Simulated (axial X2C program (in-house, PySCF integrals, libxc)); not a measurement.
Run report: SeS, relativistic diatomic calculation

SeS, single determinant with M_S = 0 and |Λ| = 2. Computed at this level: HF, spin-free X2C-1e, Se dyall-v3z, S dyall-v3z (cores contracted) (axial X2C program (in-house, PySCF integrals, libxc)).

Input:
```
{"zs": [34, 16], "q": 0, "bas": ["dyall-v3z", "dyall-v3z"], "levels": ["PBE0", "HF", "B97-3", "PW91"], "cc": false, "r0": 2.01, "npts": 10, "nst": 2, "ntry": 6, "opt": {"pick": 2}}
```

The line is the task of a batch: nuclear charges, charge, bases, the levels to run, a first guess of the distance and further settings. This report covers HF without spin-orbit coupling. The log is that of the reference distance 2.038 Å.

Hardware: 1 CPU thread, shared host.

Launched within a batch (the task file carries these settings):
```bash
python <driver script> task.json out
```

The program's output:
```
spin-free X2C-1e  HF
basis functions 118  fitting functions 768  grid points 5077
iter        total energy     max residual
   1      -2826.743495741     1.47e-01
   2      -2826.765896253     5.83e-03
   3      -2826.766488549     2.86e-03
   4      -2826.766567811     1.18e-03
   5      -2826.766589142     2.22e-04
   6      -2826.766590969     8.81e-05
   7      -2826.766591179     3.90e-05
   8      -2826.766591216     1.69e-05
   9      -2826.766591237     1.19e-05
  10      -2826.766591246     2.89e-06
  11      -2826.766591247     8.24e-07
converged
one-electron -4211.95745727  Coulomb 1355.93734630  exact exchange -111.99888594  xc functional 0.00000000  nuclear repulsion 141.25240566
```

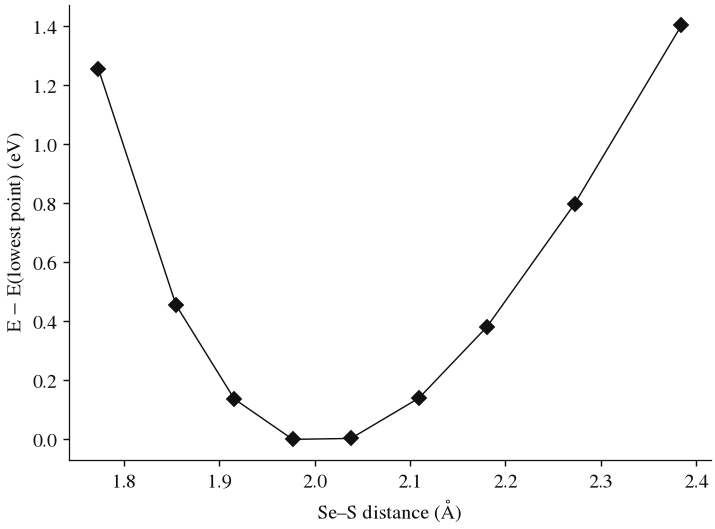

Fig. 1: Energy at 9 bond lengths, for one set of occupations held fixed; the line joins the points. A polynomial of degree 6 through 9 points gives rₑ = 2.005 Å, ωₑ = 626.1 cm⁻¹, ωₑxₑ = 1.4 cm⁻¹ and Bₑ = 0.1836 cm⁻¹. The minimum lies 0.61 eV below Se + S, each computed as one determinant at the same level. 1 further points did not converge.

What the run reported:

| quantity | value |
| --- | --- |
| outcome | converged |
| bond length rₑ | 2.005 Å |
| ωₑ | 626.1 cm⁻¹ |
| energy at the minimum | −2826.76721 hartree |
| wall time | 3.9 s |

What is odd here:

This input holds a deliberate oddity: excited determinant (pick = 2.0). The program ran to the end. Its numbers are those of the input as typed; this run alone doesn't show how far the oddity moves them. Hartree–Fock lacks correlation, so it usually binds too weakly. To bear in mind: some points did not converge; at long range the curve rises above Se + S, so this determinant doesn't dissociate to them.
